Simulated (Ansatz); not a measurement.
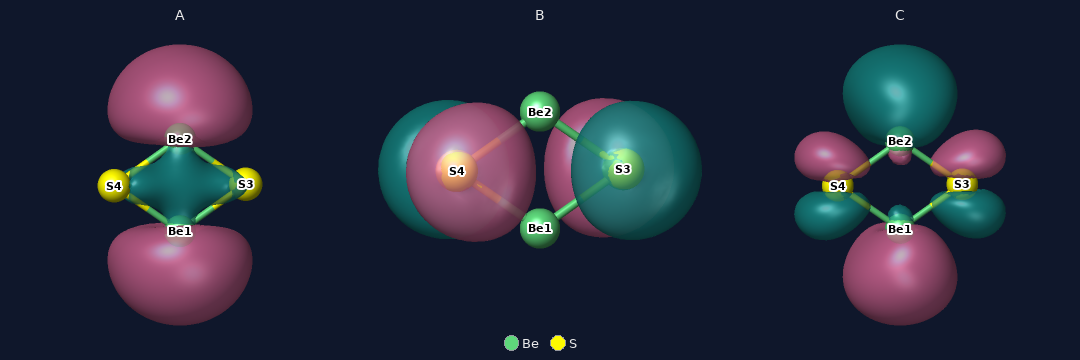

Figure. Be₂S₂ (triplet). Three frontier orbitals at ±0.08 Å⁻³ᐟ² (teal and pink are the two phases), in no order.

Geometry: PBE-D4/def2-TZVP.

Method: Ansatz 0.2.0, UKS PBE0-D4/def2-TZVP.

Input

```
crystal:
  periodic: [false, false, false]
  atoms:
    - {symbol: Be, position_ang: [-0.878759, 0.168897, 0.616703]}
    - {symbol: Be, position_ang: [0.878759, -0.168897, -0.616703]}
    - {symbol: S, position_ang: [0.711490, -0.805646, 1.234462]}
    - {symbol: S, position_ang: [-0.711489, 0.805646, -1.234462]}
basis:
  gaussian: {orbitals: def2-TZVP, initial_orbitals: start.molden}
magnetization: {spin_polarized: true, initial_magnetization: 2}
hamiltonian: {xc: pbe0, dispersion: d4}
output: {orbitals: {seedname: orbitals}}
```

Command:

```sh
ansatz run in.yaml --threads 2 --pin off --events-out ev --progress --plain --max-ram 4352MiB
```

Which picture is the HOMO−1, the HOMO and the LUMO? All are α orbitals.

Answer. B is the HOMO−1 (α) (−8.66 eV). It lies mainly on S4 (about 45 %) and S3 (about 45 %); it changes sign across the molecular plane (π type); it is gerade (even under inversion). A is the HOMO (α) (−4.81 eV). It lies mainly on Be1 (about 45 %), Be2 (about 45 %), S3 (about 5 %) and S4 (about 5 %); it is gerade (even under inversion). C is the LUMO (α) (−2.17 eV). It lies mainly on Be1 (about 35 %), Be2 (about 35 %), S3 (about 15 %) and S4 (about 15 %); it is symmetric in the molecular plane (an in-plane orbital: σ, lone-pair or in-plane π type); it is ungerade (odd under inversion).

What is the gap between the highest occupied and lowest empty α orbitals?

Answer. 2.64 eV between the orbital energies.
